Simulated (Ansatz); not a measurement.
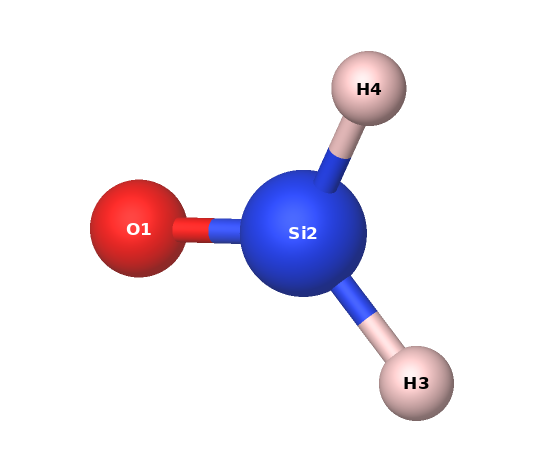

The computed structure is the end point of a PBE-D4/def2-SVP optimisation. No frequency run is at hand to confirm it as a minimum.

Which atoms are bonded, and how long are the bonds?

```
  bond  length (Å)
O1–Si2       1.552
Si2–H3       1.506
Si2–H4       1.506
```
